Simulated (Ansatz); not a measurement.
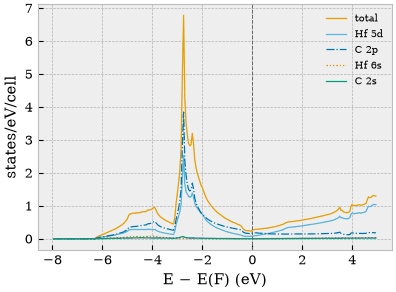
Figure: Total and projected density of states of HfC (rock salt, Fm-3m), DFT-PBEsol in the program Ansatz with PAW potentials

**Question.** Which orbitals carry the states next to the Fermi level?

**Answer.** Within 0.5 eV of the Fermi level: C 2p 63 %, Hf 5d 33 %. Projections are on Löwdin-orthogonalised atomic valence shells; empty p or d shells of many metals are not among them.

**Question.** Where is the tallest occupied peak in this window, and what makes it?

**Answer.** Near -2.8 eV, about 6.8 states/eV per cell; the largest projected share is C 2p.

The PBEsol relaxation kept the symmetry of its start. No spin polarisation was allowed. Spin–orbit coupling is left out wherever it is not named.

Potentials: the earlier of the program's two PAW sets. The files were generated under PBE; for other functionals the program regenerates the frozen cores, and for LDA and PBEsol the local potential too.
